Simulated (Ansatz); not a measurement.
The figure comes from a scan of BaF2 (fluorite): the crystal slips on the {100} plane by s times a lattice vector of 6.19 Å, atoms relaxing along the normal only, γ being the energy change per area. All values below come from r2SCAN (plane waves to 500 eV, PAW, scalar-relativistic; Ansatz, an electronic-structure program). k mesh 7×7×7 (Γ-centred), Fermi-Dirac smearing 0.05 eV. E is the zero-smearing estimate. Some relaxations began with atoms very close together and may have settled on another branch. Faults lie only 9.3 Å apart, and holding the cell height raises γ above its relaxed value. BaF2 was relaxed with its symmetry unable to fall. The zero of γ is zero shift.

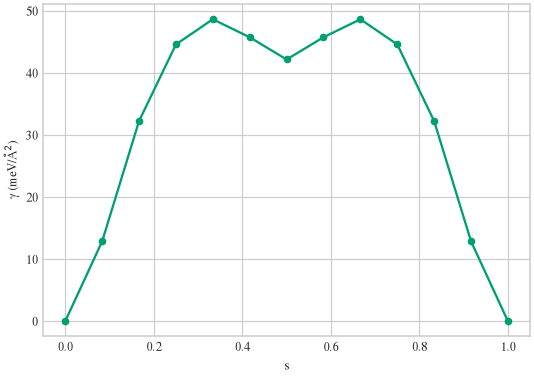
Fig. 1. γ (meV/Å²) against s; computed points joined by lines (the last repeats the first, one period on).

### Question
List the plotted points as numbers.

### Answer
To the nearest 1:

```
s      γ (meV/Å²)
-----  ----------
0.000           0
0.083          13
0.167          32
0.250          45
0.333          49
0.417          46
0.500          42
0.583          46
0.667          49
0.750          45
0.833          32
0.917          13
```

(The slope of γ gives the shear force per area between the displaced halves; near zero shift its curvature is an elastic stiffness.)
